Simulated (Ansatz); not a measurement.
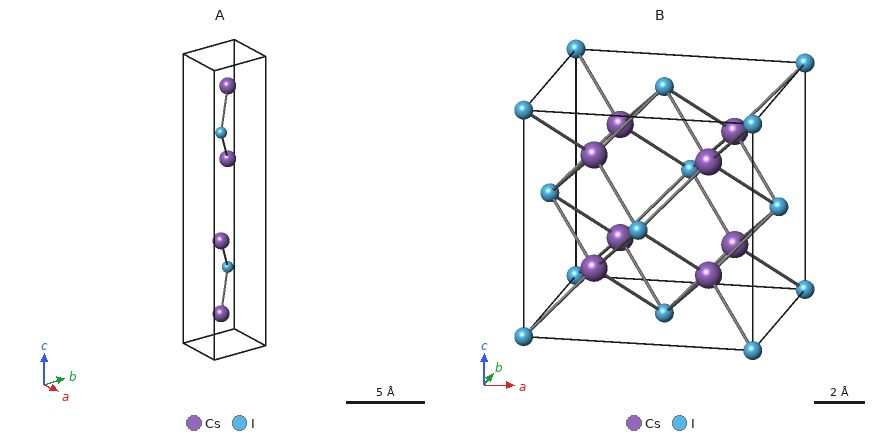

Two structures of Cs₂I, each relaxed to rest (conventional cells in solid outline, small ones repeated, not to one scale). Method: DFT PBE, scalar-relativistic, plane waves, PAW in Ansatz 0.2.0, without spin polarisation.

Question: What structure does each panel show?

Answer: A: 6 atoms a cell on a primitive hexagonal lattice, P6_3/mmc. B: antifluorite, Fm-3m.

Question: Which is the more stable form at this level of theory?

Answer: A is lower, by 101 meV/atom at this level of theory (energies at zero smearing). Volumes: A 80.7, B 72.2 Å³/atom.

One or both may be structure types tried for this composition rather than known phases.
